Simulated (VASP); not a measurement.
# Cu2P2O7: structure and properties in VASP

What structure does Cu2P2O7 take at this level, and what are its properties? The steps: full relaxation (r2SCAN), second relaxation, density, ELF and potential (r2SCAN), band structure (r2SCAN), total and projected DOS (r2SCAN), volume scan with r2SCAN, fit for r2SCAN and electric field gradients (r2SCAN). The start is a cell from a database of measured crystal structures.

Method: r2SCAN, no spin polarisation; plane waves and PAW (Cu, P, O), in VASP 6.6.1.

## Step 1: Starting point

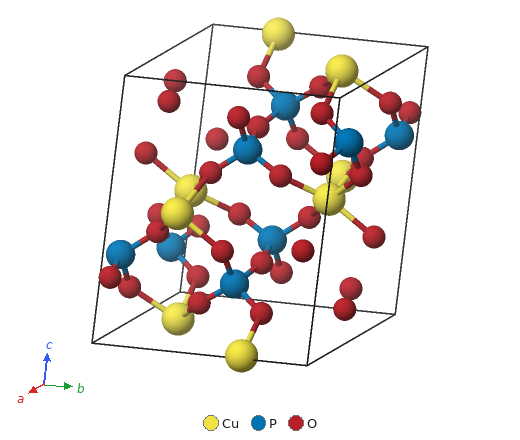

The starting structure, seen slightly off an axis (copper yellow, phosphorus blue, oxygen red). This picture shows the conventional cell, with its axes. Bonds to atoms that aren't drawn are left out. Some periodic images of atoms are drawn too.

## Step 2: Full relaxation (r2SCAN)

Properties are meant for the cell that this level of theory prefers, so cell and atoms are relaxed first (ISIF = 3) until forces and stress are small; EDIFFG sets the threshold. r2SCAN adds the kinetic-energy density, costs more than a GGA and is run with LASPH.

INCAR reads:

```
SYSTEM = Cu2P2O7
PREC = Accurate
ENCUT = 520
EDIFF = 1E-06
NELM = 100
ISMEAR = 0
SIGMA = 0.05
LREAL = Auto
ALGO = Normal
METAGGA = R2SCAN
LASPH = .TRUE.
NBANDS = 96
LORBIT = 11
LWAVE = .FALSE.
LCHARG = .FALSE.
KPAR = 8
IBRION = 2
NSW = 60
ISIF = 3
EDIFFG = -0.01
```

POSCAR reads:

```
Cu2P2O7
1.0
    3.4475000000     -4.0565000000      0.0000000000
    3.4475000000      4.0565000000      0.0000000000
   -3.0770914884      0.0000000000      8.6319409157
Cu P O
4 4 14
Direct
    0.6689800000      0.2947400000      0.5070600000
    0.7052600000      0.3310200000      0.9929400000
    0.3310200000      0.7052600000      0.4929400000
    0.2947400000      0.6689800000      0.0070600000
    0.1900400000      0.2050400000      0.2056600000
    0.7949600000      0.8099600000      0.2943400000
    0.8099600000      0.7949600000      0.7943400000
    0.2050400000      0.1900400000      0.7056600000
    0.9534000000      0.0466000000      0.2500000000
    0.0466000000      0.9534000000      0.7500000000
    0.3755000000      0.3759000000      0.3614000000
    0.6241000000      0.6245000000      0.1386000000
    0.6245000000      0.6241000000      0.6386000000
    0.3759000000      0.3755000000      0.8614000000
    0.0649000000      0.3767000000      0.1128000000
    0.6233000000      0.9351000000      0.3872000000
    0.9351000000      0.6233000000      0.8872000000
    0.3767000000      0.0649000000      0.6128000000
    0.3293000000      0.0277000000      0.1179000000
    0.9723000000      0.6707000000      0.3821000000
    0.6707000000      0.9723000000      0.8821000000
    0.0277000000      0.3293000000      0.6179000000
```

KPOINTS reads:

```
Automatic mesh
0
Gamma
5 5 3
0 0 0
```

The projector-augmented-wave data sets are Cu, P and O (PBE family, release 64).

The run is started by

```bash
> mpirun -np 8 vasp_std
```

The log of the run:

```text
[banner, memory and clock lines left out]
running    8 mpi-ranks, on    1 nodes
 distrk:  each k-point on    1 cores,    8 groups
 distr:  one band on    1 cores,    1 groups

 POSCAR found type information on POSCAR CuP O
 POSCAR found :  3 types and      22 ions
|                                                                             |
|           W    W    AA    RRRRR   N    N  II  N    N   GGGG   !!!           |
|           W    W   A  A   R    R  NN   N  II  NN   N  G    G  !!!           |
|           W    W  A    A  R    R  N N  N  II  N N  N  G       !!!           |
|           W WW W  AAAAAA  RRRRR   N  N N  II  N  N N  G  GGG   !            |
|           WW  WW  A    A  R   R   N   NN  II  N   NN  G    G                |
|           W    W  A    A  R    R  N    N  II  N    N   GGGG   !!!           |
|                                                                             |
|     For optimal performance we recommend to set                             |
|       NCORE = 2 up to number-of-cores-per-socket                            |
|     NCORE specifies how many cores store one orbital (NPAR=cpu/NCORE).      |
|     This setting can greatly improve the performance of VASP for DFT.       |
|     The default, NCORE=1 might be grossly inefficient on modern             |
|     multi-core architectures or massively parallel machines. Do your        |
|     Unfortunately you need to use the default for GW and RPA                |
|     calculations (for HF NCORE is supported but not extensively tested      |
|     yet).                                                                   |
|                                                                             |

|                                                                             |
|               ----> ADVICE to this user running VASP <----                  |
|                                                                             |
|     You enforced a specific xc type in the INCAR file but a different       |
|     [... a line on the potential file left out ...]
|     I HOPE YOU KNOW WHAT YOU ARE DOING!                                     |
|                                                                             |

 LDA part: xc-table for (None), standard interpolation
 POSCAR, INCAR and KPOINTS ok, starting setup
 FFT: planning ... GRIDC
 FFT: planning ... GRID_SOFT
 FFT: planning ... GRID
 WAVECAR not read
 entering main loop
       N       E                     dE             d eps       ncg     rms          rms(c)
DAV:   1     0.214473542955E+04    0.21447E+04   -0.66713E+04  4624   0.192E+03
DAV:   2     0.181476873510E+03   -0.19633E+04   -0.17779E+04  5016   0.559E+02
DAV:   3    -0.228623385041E+03   -0.41010E+03   -0.39316E+03  5304   0.261E+02
DAV:   4    -0.267333830290E+03   -0.38710E+02   -0.37939E+02  7192   0.869E+01
DAV:   5    -0.268381075783E+03   -0.10472E+01   -0.10397E+01  7480   0.173E+01    0.525E+01
DAV:   6    -0.205475720042E+03    0.62905E+02   -0.15024E+02  7568   0.110E+02    0.309E+01
DAV:   7    -0.201361749340E+03    0.41140E+01   -0.43686E+01  6248   0.160E+02    0.149E+01
DAV:   8    -0.201395099795E+03   -0.33350E-01   -0.80518E+00  8192   0.247E+01    0.361E+00
DAV:   9    -0.201474984080E+03   -0.79884E-01   -0.11509E+00  7856   0.119E+01    0.177E+00
DAV:  10    -0.201471443248E+03    0.35408E-02   -0.21804E-01  7592   0.754E+00    0.799E-01
DAV:  11    -0.201480400974E+03   -0.89577E-02   -0.35168E-02  7080   0.181E+00    0.376E-01
DAV:  12    -0.201480060390E+03    0.34058E-03   -0.77617E-03  7480   0.730E-01    0.223E-01
DAV:  13    -0.201480240879E+03   -0.18049E-03   -0.58480E-04  6976   0.172E-01    0.573E-02
DAV:  14    -0.201480207403E+03    0.33476E-04   -0.13525E-04  7272   0.896E-02    0.279E-02
DAV:  15    -0.201480197692E+03    0.97111E-05   -0.51552E-05  5952   0.351E-02    0.148E-02
DAV:  16    -0.201480196406E+03    0.12855E-05   -0.50418E-06  5424   0.230E-02    0.464E-03
DAV:  17    -0.201480196221E+03    0.18551E-06   -0.46427E-06  4200   0.107E-02
   1 F= -.20148020E+03 E0= -.20146707E+03  d E =-.201480E+03
 curvature:   0.00 expect dE= 0.000E+00 dE for cont linesearch  0.000E+00
 trial: gam= 0.00000 g(F)=  0.856E-01 g(S)=  0.294E-01 ort = 0.000E+00 (trialstep = 0.100E+01)
 search vector abs. value=  0.115E+00
 bond charge predicted
       N       E                     dE             d eps       ncg     rms          rms(c)
DAV:   1    -0.201569145623E+03   -0.88949E-01   -0.22774E+01  6584   0.265E+01    0.476E+00
DAV:   2    -0.201466674575E+03    0.10247E+00   -0.15515E+00  6584   0.203E+01    0.152E+00
DAV:   3    -0.201435395418E+03    0.31279E-01   -0.24306E-01  7408   0.937E+00    0.107E+00
DAV:   4    -0.201428597342E+03    0.67981E-02   -0.50455E-02  7336   0.282E+00    0.399E-01
DAV:   5    -0.201427719124E+03    0.87822E-03   -0.96653E-03  7080   0.525E-01    0.147E-01
DAV:   6    -0.201427693706E+03    0.25418E-04   -0.80912E-04  6272   0.249E-01    0.617E-02
DAV:   7    -0.201427694983E+03   -0.12769E-05   -0.22008E-04  6872   0.149E-01    0.344E-02
DAV:   8    -0.201427702656E+03   -0.76738E-05   -0.37220E-05  6832   0.685E-02    0.250E-02
DAV:   9    -0.201427702613E+03    0.43232E-07   -0.11204E-05  6880   0.314E-02    0.806E-03
DAV:  10    -0.201427700724E+03    0.18889E-05   -0.14869E-06  3408   0.237E-02    0.304E-03
DAV:  11    -0.201427701075E+03   -0.35106E-06   -0.58639E-06  5120   0.138E-02
   2 F= -.20142770E+03 E0= -.20141547E+03  d E =0.524951E-01
[... from here on, the cycles between the ionic steps are left out ...]
   3 F= -.20149954E+03 E0= -.20148660E+03  d E =-.193458E-01
   4 F= -.20151501E+03 E0= -.20150248E+03  d E =-.154675E-01
   5 F= -.20151517E+03 E0= -.20150260E+03  d E =-.156263E-01
   6 F= -.20151884E+03 E0= -.20150625E+03  d E =-.367176E-02
   7 F= -.20152092E+03 E0= -.20150833E+03  d E =-.575273E-02
   8 F= -.20152417E+03 E0= -.20151194E+03  d E =-.324460E-02
   9 F= -.20152482E+03 E0= -.20151248E+03  d E =-.390060E-02
  10 F= -.20152804E+03 E0= -.20151591E+03  d E =-.321784E-02
  11 F= -.20152808E+03 E0= -.20151598E+03  d E =-.325796E-02
  12 F= -.20152927E+03 E0= -.20151727E+03  d E =-.119161E-02
  13 F= -.20152931E+03 E0= -.20151733E+03  d E =-.122881E-02
  14 F= -.20153004E+03 E0= -.20151812E+03  d E =-.733924E-03
  15 F= -.20153035E+03 E0= -.20151850E+03  d E =-.103948E-02
  16 F= -.20153057E+03 E0= -.20151873E+03  d E =-.222613E-03
  17 F= -.20153096E+03 E0= -.20151913E+03  d E =-.609322E-03
  18 F= -.20153101E+03 E0= -.20151919E+03  d E =-.665483E-03
  19 F= -.20153117E+03 E0= -.20151932E+03  d E =-.158572E-03
  20 F= -.20153125E+03 E0= -.20151936E+03  d E =-.238185E-03
  21 F= -.20153128E+03 E0= -.20151939E+03  d E =-.324039E-04
  22 F= -.20153135E+03 E0= -.20151945E+03  d E =-.977758E-04
  23 F= -.20153136E+03 E0= -.20151946E+03  d E =-.105664E-03
 curvature:  -0.86 expect dE=-0.141E-03 dE for cont linesearch -0.181E-05
 trial: gam= 0.57067 g(F)=  0.896E-04 g(S)=  0.741E-04 ort = 0.303E-04 (trialstep = 0.328E+00)
 search vector abs. value=  0.341E-03
 bond charge predicted
       N       E                     dE             d eps       ncg     rms          rms(c)
DAV:   1    -0.201531388850E+03   -0.31085E-04   -0.73405E-03  4928   0.353E-01    0.488E-02
DAV:   2    -0.201531397817E+03   -0.89671E-05   -0.28245E-04  7032   0.123E-01    0.201E-02
DAV:   3    -0.201531394939E+03    0.28781E-05   -0.23037E-05  6744   0.702E-02    0.119E-02
DAV:   4    -0.201531393242E+03    0.16971E-05   -0.52505E-06  4720   0.407E-02    0.488E-03
DAV:   5    -0.201531393203E+03    0.38606E-07   -0.18148E-06  2896   0.170E-02
  24 F= -.20153139E+03 E0= -.20151951E+03  d E =-.359762E-04
 trial-energy change:   -0.000036  1 .order   -0.000043   -0.000059   -0.000028
 step:   0.6109(harm=  0.6109)  dis= 0.00057  next Energy=  -201.531413 (dE=-0.553E-04)
 reached required accuracy - stopping structural energy minimisation
```

Elapsed: 36 min, on 8 MPI ranks of Intel Xeon 6975P-C (Granite Rapids), shared host; peak memory 4.9 GiB.

The logs omit lines about the potential files and the build; timing stands in the text.

From OUTCAR (step 2):

```text
ion  position               nearest neighbor table
   1  0.669  0.295  0.507-  22 1.92  16 1.94  13 1.98  11 1.99  18 2.33
   2  0.705  0.331  0.993-  21 1.92  15 1.94  14 1.98  12 1.99  17 2.33
   3  0.331  0.705  0.493-  20 1.92  18 1.94  11 1.98  13 1.99  16 2.33
   4  0.295  0.669  0.007-  19 1.92  17 1.94  12 1.98  14 1.99  15 2.33
   5  0.190  0.205  0.206-  19 1.50  15 1.51  11 1.54   9 1.58
   6  0.795  0.810  0.294-  20 1.50  16 1.51  12 1.54   9 1.58
   7  0.810  0.795  0.794-  21 1.50  17 1.51  13 1.54  10 1.58
   8  0.205  0.190  0.706-  22 1.50  18 1.51  14 1.54  10 1.58
   9  0.953  0.047  0.250-   5 1.58   6 1.58
  10  0.047  0.953  0.750-   7 1.58   8 1.58
  11  0.376  0.376  0.361-   5 1.54   3 1.98   1 1.99
  12  0.624  0.624  0.139-   6 1.54   4 1.98   2 1.99
  13  0.624  0.624  0.639-   7 1.54   1 1.98   3 1.99
  14  0.376  0.376  0.861-   8 1.54   2 1.98   4 1.99
  15  0.065  0.377  0.113-   5 1.51   2 1.94   4 2.33
  16  0.623  0.935  0.387-   6 1.51   1 1.94   3 2.33
  17  0.935  0.623  0.887-   7 1.51   4 1.94   2 2.33
  18  0.377  0.065  0.613-   8 1.51   3 1.94   1 2.33
  19  0.329  0.028  0.118-   5 1.50   4 1.92
  20  0.972  0.671  0.382-   6 1.50   3 1.92
  21  0.671  0.972  0.882-   7 1.50   2 1.92
  22  0.028  0.329  0.618-   8 1.50   1 1.92

  LATTYP: Found a base centered monoclinic cell.
 ALAT       =     6.8950000000
 B/A-ratio  =     1.1766497462
 C/A-ratio  =     1.3290790428
 COS(beta)  =    -0.3357803894

 Subroutine GETGRP returns: Found  4 space group operations
 (whereof  2 operations were pure point group operations)

The static configuration has the point symmetry S_2 .
 The point group associated with its full space group is C_2h.

 Found     24 irreducible k-points:

   k-points           NKPTS =     24   k-points in BZ     NKDIM =     24   number of bands    NBANDS=     96

   dimension x,y,z NGX =    40 NGY =   40 NGZ =   70
   dimension x,y,z NGXF=    80 NGYF=   80 NGZF=  140

   ENCUT  =  520.0 eV  38.22 Ry    6.18 a.u.   9.90  9.90 17.04*2*pi/ulx,y,z

   NELECT =     148.0000    total number of electrons

 k-points in reciprocal lattice and weights: Automatic mesh
   0.00000000  0.00000000  0.00000000       0.013
   0.20000000  0.00000000  0.00000000       0.053
   0.40000000 -0.00000000  0.00000000       0.053
   0.20000000  0.20000000  0.00000000       0.027
   0.40000000  0.20000000  0.00000000       0.053
  -0.40000000  0.20000000 -0.00000000       0.053
  -0.20000000  0.20000000  0.00000000       0.027
   0.40000000  0.40000000  0.00000000       0.027
  -0.40000000  0.40000000  0.00000000       0.027
[...]
-0.20000000 -0.40000000  0.33333333       0.053
  -0.20000000 -0.20000000  0.33333333       0.027

 average (electrostatic) potential at core
       1 -72.5856       2 -72.5856       3 -72.5856       4 -72.5856       5 -89.8926
       6 -89.8926       7 -89.8926       8 -89.8926       9 -76.8204      10 -76.8204
      11 -75.8028      12 -75.8028      13 -75.8028      14 -75.8028      15 -75.2811
      16 -75.2811      17 -75.2811      18 -75.2811      19 -75.1635      20 -75.1635
      21 -75.1635      22 -75.1635

 E-fermi :   3.5462

 k-point     1 :       0.0000    0.0000    0.0000
  band No.  band energies     occupation
    ...
     70       2.5207      2.00000
     71       2.5250      2.00000
     72       2.7503      2.00000
     73       2.7556      2.00000
     74       3.5656      0.58424
     75       3.6259      0.02421
     76       4.1846      0.00000
     77       7.7340      0.00000
     78      10.0277      0.00000
     79      10.4795      0.00000
    ...

 k-point     2 :       0.2000    0.0000    0.0000
  band No.  band energies     occupation
    ...
     70       2.5211      2.00000
     71       2.6091      2.00000
     72       2.7223      2.00000
     73       2.9972      2.00000
     74       3.5195      1.54939
     75       3.6047      0.09819
     76       4.0040      0.00000
     77       8.2146      0.00000
     78      10.1985      0.00000
     79      10.5793      0.00000
    ...

 k-point     3 :       0.4000   -0.0000    0.0000
  band No.  band energies     occupation
    ...
     70       2.5423      2.00000
     71       2.5971      2.00000
     72       2.7598      2.00000
     73       3.3700      2.00000
     74       3.3895      1.99999
     75       3.5992      0.13400
     76       3.6543      0.00224
     77       9.3705      0.00000
     78      10.4304      0.00000
     79      10.6165      0.00000
    ...

  Total        0.0872164      0.1121673      0.0248198      0.0000000      0.0000000      0.0534462
  in kB        0.5720975      0.7357637      0.1628062      0.0000000      0.0000000      0.3505817
  external PRESSURE =       0.4902225 kB  Pullay stress =       0.0000000 kB

  energy-cutoff  :      520.00
  volume of cell :      244.25
      direct lattice vectors                 reciprocal lattice vectors
     3.491394482 -4.081305408 -0.014136363     0.143422484 -0.122509822  0.052663343
     3.491394482  4.081305408 -0.014136363     0.143422484  0.122509822  0.052663343
    -3.151722018  0.000000000  8.583348040     0.000472420  0.000000000  0.116678123

 POSITION                                       TOTAL-FORCE (eV/Angst)
 -----------------------------------------------------------------------------------
      1.76643     -1.54911      4.33251        -0.004529      0.002254     -0.000404
      0.48878     -1.54911      8.51424         0.004529      0.002254      0.000404
      2.06464      1.54911      4.22257         0.004529     -0.002254      0.000404
      3.34229      1.54911      0.04083        -0.004529     -0.002254     -0.000404
      0.71736      0.06402      1.76600         0.001594     -0.001924      0.002407
      4.68957      0.06402      2.49740        -0.001594     -0.001924     -0.002407
      3.11371     -0.06402      6.78908        -0.001594      0.001924     -0.002407
     -0.85850     -0.06402      6.05767         0.001594      0.001924      0.002407
      2.70346     -3.72395      2.13170        -0.000000      0.007079      0.000000
      1.12760      3.72395      6.42337        -0.000000     -0.007079      0.000000
      1.47520      0.00164      3.11703        -0.002809      0.001478     -0.000060
      3.93173      0.00164      1.14637         0.002809      0.001478      0.000060
      2.35587     -0.00164      5.43804         0.002809     -0.001478      0.000060
     -0.10066     -0.00164      7.40871        -0.002809     -0.001478     -0.000060
      1.17772      1.27159      0.97385        -0.001500      0.000888      0.002952
      4.22921      1.27159      3.28955         0.001500      0.000888     -0.002952
      2.65335     -1.27159      7.58123         0.001500     -0.000888     -0.002952
     -0.39814     -1.27159      5.26552        -0.001500     -0.000888      0.002952
      0.86046     -1.22721      1.01658        -0.008575      0.000723      0.003897
      4.54646     -1.22721      3.24682         0.008575      0.000723     -0.003897
      2.97060      1.22721      7.53850         0.008575     -0.000723     -0.003897
     -0.71540      1.22721      5.30825        -0.008575     -0.000723      0.003897
 -----------------------------------------------------------------------------------
    total drift:                                0.000000      0.000000      0.000000

  FREE ENERGIE OF THE ION-ELECTRON SYSTEM (eV)
  ---------------------------------------------------
  free  energy   TOTEN  =      -201.5313932032 eV

  energy  without entropy=     -201.5076259028  energy(sigma->0) =     -201.51950955

 reached required accuracy - stopping structural energy minimisation

 total charge
# of ion       s       p       d       tot
------------------------------------------
    1        0.313   0.359   9.131   9.804
    2        0.313   0.359   9.131   9.804
    3        0.313   0.359   9.131   9.804
    4        0.313   0.359   9.131   9.804
    5        0.896   1.503   0.000   2.399
    6        0.896   1.503   0.000   2.399
    7        0.896   1.503   0.000   2.399
    8        0.896   1.503   0.000   2.399
    9        1.555   3.761   0.000   5.316
   10        1.555   3.761   0.000   5.316
   11        1.575   3.595   0.000   5.169
   12        1.575   3.595   0.000   5.169
   13        1.575   3.595   0.000   5.169
   14        1.575   3.595   0.000   5.169
   15        1.574   3.617   0.000   5.191
   16        1.574   3.617   0.000   5.191
   17        1.574   3.617   0.000   5.191
   18        1.574   3.617   0.000   5.191
   19        1.571   3.624   0.000   5.195
   20        1.571   3.624   0.000   5.195
   21        1.571   3.624   0.000   5.195
   22        1.571   3.624   0.000   5.195
--------------------------------------------------
tot         26.827  58.311  36.524 121.662

[... 3 further parts left out ...]
```

CONTCAR:

```
Cu2P2O7
   1.00000000000000
     3.4913944820113132   -4.0813054081371325   -0.0141363625151509
     3.4913944820113132    4.0813054081371325   -0.0141363625151509
    -3.1517220178813528    0.0000000000000000    8.5833480399005442
  Cu              P               O
     4     4    14
Direct
     0.6712906141176274    0.2917283905475369    0.5063433623001070
     0.7082716094524631    0.3287093858823729    0.9936566376998930
     0.3287093858823729    0.7082716094524631    0.4936566376998930
     0.2917283905475369    0.6712906141176274    0.0063433623001070
     0.1880462677077187    0.2037321383231112    0.2063922874432469
     0.7962678616768886    0.8119537322922815    0.2936077125567531
     0.8119537322922815    0.7962678616768886    0.7936077125567532
     0.2037321383231112    0.1880462677077187    0.7063922874432468
     0.9562208141751816    0.0437791858248183    0.2500000000000000
     0.0437791858248183    0.9562208141751816    0.7500000000000000
     0.3755296090728079    0.3759302202199916    0.3643866317935422
     0.6240697797800085    0.6244703909271920    0.1356133682064579
     0.6244703909271920    0.6240697797800085    0.6356133682064579
     0.3759302202199916    0.3755296090728079    0.8643866317935421
     0.0644153124886014    0.3759803735160848    0.1141831193209367
     0.6240196264839154    0.9355846875113987    0.3858168806790631
     0.9355846875113987    0.6240196264839154    0.8858168806790633
     0.3759803735160848    0.0644153124886014    0.6141831193209367
     0.3272913488734722    0.0266013310137334    0.1190189529426375
     0.9733986689862665    0.6727086511265277    0.3809810470573625
     0.6727086511265277    0.9733986689862665    0.8809810470573627
     0.0266013310137334    0.3272913488734722    0.6190189529426373
```

This run has no spin polarisation, although Cu can carry a moment. The PAW data sets were made with PBE, which is usual practice but a small mismatch for other functionals. Oxides and halides of Cu are often magnetic insulators, and a metal at this level, without U or exact exchange, may be an artefact. The run keeps the 4 symmetry operations of its start, so it cannot find a distortion of lower symmetry.

(Continued in part 2 of 8.)

[Lines on the potential files, build, host, timing and source positions are cut from VASP's logs without a mark.]

[Logs are printed without paths, hosts, clocks, repeated set-up lines and the standing remarks that a program may print on its own settings, such as how far it seeks lower states.]

[Hosts, paths, dates, database ids (printed as entryN), source tags and the programs' standing remarks are cut or masked in the printed files.]

[A measured line is paired with the nearest computed mode of its activity, which favours agreement.]

[In band tables of VASP the shares of atoms and orbitals are scaled to a sum of 1 inside the atoms' spheres.]
